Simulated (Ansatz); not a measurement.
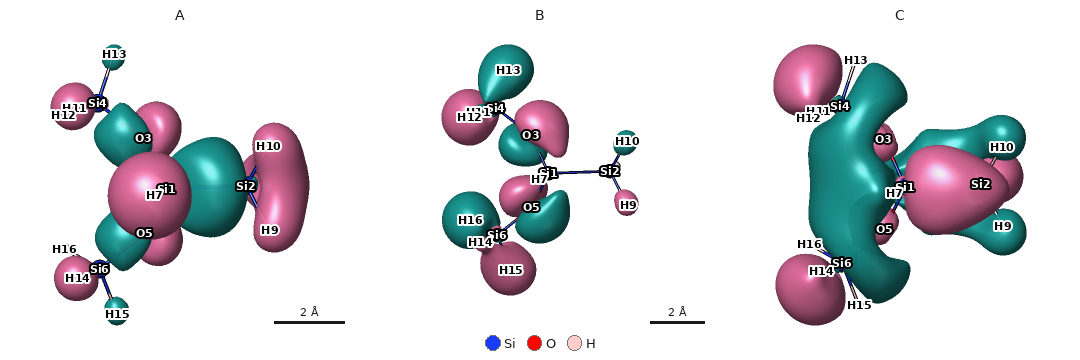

H10O2Si4. Three frontier orbitals at ±0.06 Å⁻³ᐟ² (teal and pink are the two phases), in no order.

Method: DFT PBE, Gaussian basis def2-SVP in Ansatz 0.2.0.

```xyz
16

Si    0.1462    0.1211   -0.9616
Si    0.0782    2.3540   -0.2341
O     0.8455   -0.7768    0.2639
Si    1.5711   -2.2395    0.6467
O    -1.4324   -0.3642   -1.2260
Si   -2.4101   -1.4996   -1.9792
H     0.9348   -0.1014   -2.2302
H    -0.7344    2.4538    1.0288
H    -0.5481    3.2301   -1.2870
H     1.4704    2.8585    0.0411
H     2.3083   -2.7901   -0.5467
H     0.5297   -3.2340    1.0812
H     2.5385   -2.0074    1.7702
H    -1.7550   -2.0055   -3.2385
H    -3.7170   -0.8462   -2.3214
H    -2.6584   -2.6602   -1.0553
```

Q: Order the three orbitals by energy and name them.

A: B is the HOMO−1 (−7.27 eV). By Hirshfeld shares it lies mainly on O3 (about 25 %), O5 (about 25 %), Si6 (about 10 %), Si4 (about 10 %), H16 (about 5 %) and H12 (about 5 %). A is the HOMO (−6.65 eV). By Hirshfeld shares it lies mainly on Si2 (about 25 %), Si1 (about 20 %), H7 (about 15 %), O3 (about 10 %) and O5 (about 10 %). C is the LUMO (−0.91 eV). By Hirshfeld shares it lies mainly on Si1 (about 20 %), Si4 (about 15 %), Si6 (about 15 %), Si2 (about 15 %), O3 (about 5 %) and O5 (about 5 %).

Q: What is the HOMO–LUMO gap?

A: 5.74 eV between the orbital energies.
